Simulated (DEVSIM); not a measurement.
Structure: abrupt InP p-n junction, at 400 K.

```csv
layer (left to right),material,thickness (μm),Nd (cm⁻³),Na (cm⁻³),τn (s),τp (s)
1,InP,68.0,-,5.6e17,3.8e-8,3.8e-8
2,InP,260,5e14,-,3.8e-8,3.8e-8
```

Left contact: ohmic. Right contact: ohmic. Voltage is applied to the left contact. Recombination: SRH at mid-gap, radiative. Mobility is μmin + (μ − μmin)/(1 + (N/Nref)^α).

Constants are typed, rounded textbook-type inputs, not results; the design itself was drawn at random and stands for no fabricated device. Values at 300 K; Nc and Nv go as T^1.5, mobilities as T to minus their exponent, the gap by Varshni's rule with the affinity fixed.

```
parameter              InP
----------------  --------
gap (eV)             1.344
affinity (eV)         4.38
permittivity          12.5
Nc (cm⁻³)           5.7e17
Nv (cm⁻³)           1.1e19
μn (cm²/Vs)           5200
μp (cm²/Vs)            170
μn,min                 400
μp,min                  10
Nref,n                3e17
Nref,p              4.9e17
αn                    0.47
αp                    0.62
T exponent of μn         2
T exponent of μp         2
B (cm³/s)          1.2e-10
Varshni α (eV/K)  0.000363
Varshni β (K)          162
```

Simulated with DEVSIM: 1D drift-diffusion, Boltzmann statistics, complete ionisation; no tunnelling, impact ionisation, image-force lowering or self-heating.

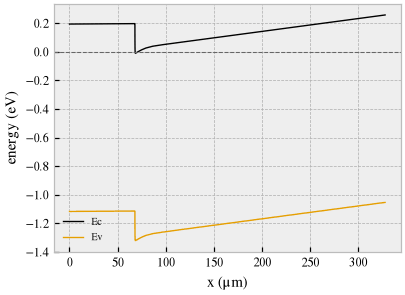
Fig. 1. Band edges at 1.0 V on the left contact

Energies count from the Fermi level of the right contact; mesh points crowd at the junctions.

| x (μm) | Ec (eV) | Ev (eV) | n (cm⁻³) | p (cm⁻³) | field (V/cm) |
|---|---|---|---|---|---|
| 0.000 | 0.194 | -1.117 | 800 | 5.6e17 | ≈ 0 |
| 0.07212 | 0.194 | -1.117 | 8500000 | 5.6e17 | ≈ 0 |
| 0.3608 | 0.194 | -1.117 | 4.3e7 | 5.6e17 | ≈ 0 |
| 1.455 | 0.194 | -1.117 | 1.7e8 | 5.6e17 | ≈ 0 |
| 9.632 | 0.194 | -1.117 | 1.5e9 | 5.6e17 | ≈ 0 |
| 36.67 | 0.195 | -1.116 | 6.1e10 | 5.6e17 | ≈ 0 |
| 60.19 | 0.197 | -1.115 | 1.5e12 | 5.6e17 | ≈ 0 |
| 66.77 | 0.197 | -1.115 | 3.5e12 | 5.6e17 | ≈ 0 |
| 67.71 | 0.197 | -1.115 | 4.0e12 | 5.6e17 | ≈ 0 |
| 67.95 | 0.197 | -1.115 | 4.1e12 | 5.6e17 | -17 |
| 68.00 | 0.140 | -1.171 | 2.2e13 | 1.1e17 | -33000 |
| 68.16 | 0.008 | -1.303 | 9.9e14 | 2.3e15 | -2300 |
| 68.72 | -0.010 | -1.321 | 1.7e15 | 1.2e15 | 36 |
| 70.94 | -0.001 | -1.312 | 1.3e15 | 8.1e14 | 39 |
| 86.58 | 0.039 | -1.273 | 5.3e14 | 2.6e13 | 13 |
| 139.5 | 0.088 | -1.223 | 5.0e14 | 1.8e7 | ≈ 0 |
| 268.1 | 0.204 | -1.108 | 5.0e14 | 890000 | ≈ 0 |
| 313.1 | 0.244 | -1.067 | 5.0e14 | 890000 | ≈ 0 |
| 325.6 | 0.255 | -1.056 | 5.0e14 | 890000 | ≈ 0 |
| 327.4 | 0.257 | -1.054 | 5.0e14 | 890000 | ≈ 0 |
| 327.9 | 0.257 | -1.054 | 5.0e14 | 890000 | ≈ 0 |
| 328.0 | 0.258 | -1.054 | 5.0e14 | 890000 | ≈ 0 |
